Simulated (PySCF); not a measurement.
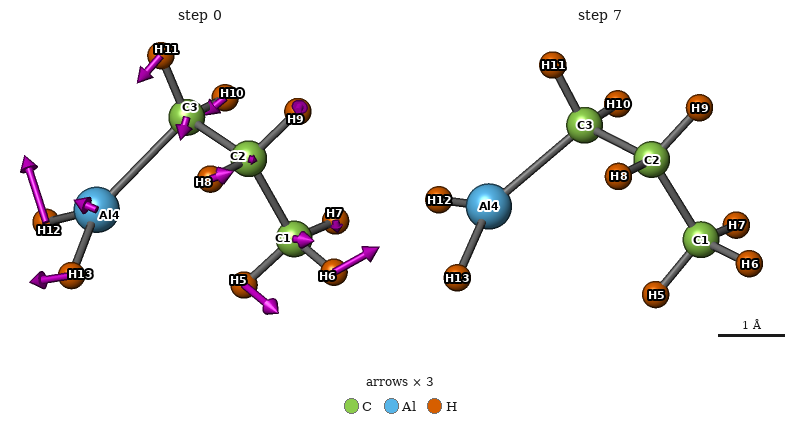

The structure of C₃H₉Al before (left) and after (right) a relaxation, at one scale. The purple arrows give the displacements, 3 times their true length.

A ball-and-stick model, seen at a tilt.

The start comes from GFN2-xTB.

These are results of PBE0-D3(BJ)/def2-SVP geometry optimisation, gas phase in PySCF, not measurements. 

**What changed between the two?**

The largest move after the best rigid fit is that of H12, 0.38 Å. By element the largest moves are H 0.38 Å, Al 0.14 Å, C 0.13 Å. Some distances before and after: Al4–H12 1.550 → 1.595 Å, Al4–H13 1.554 → 1.596 Å, C3–Al4 2.002 → 1.967 Å, C1–H6 1.088 → 1.101 Å. Bond angles that change, for instance: C2–C3–Al4 104.9° → 115.6°, Al4–C3–H11 115.1° → 106.1°, C3–Al4–H12 125.9° → 121.1°. The energy falls by 3.01 kcal/mol in 7 geometry steps. The largest force component goes from 0.87 to 0.022 eV/Å. The run took of the order of 25 core-seconds on a shared host.
